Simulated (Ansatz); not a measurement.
Results of r²SCAN (Ansatz, an electronic-structure program, plane waves, PAW) for body-centred tetragonal In.

Run with plane-wave cutoff 560 eV, 24×24×24 k mesh, Fermi–Dirac smearing 0.05 eV, scalar-relativistic PAW data made under PBE.

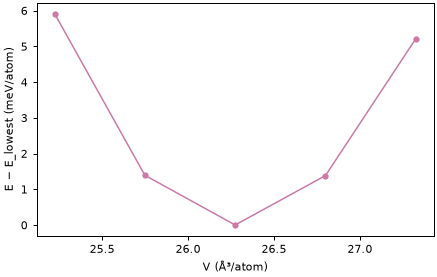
Figure: Total energy against volume

**Question.** From the curve, estimate the equilibrium volume and the bulk modulus.

**Answer.** V0 ≈ 26.3 Å³/atom and B0 ≈ 42 GPa; the fit gives V0 = 26.264 Å³/atom, B0 = 42.3 GPa, B′ = 5.1.

Shape and atoms are relaxed at each volume.

Measured, for comparison: bulk modulus 44.7 GPa (copied from a table, unchecked, extrapolated to 0 K and zero-point effects removed; as tabulated in Lejaeghere et al. (2013), arXiv:1204.2733). Computed (rounded) less measured: bulk modulus not scored (unchecked).

Note: the bulk modulus comes from volumes at which shape and atoms were relaxed.

Spin–orbit coupling is not included.
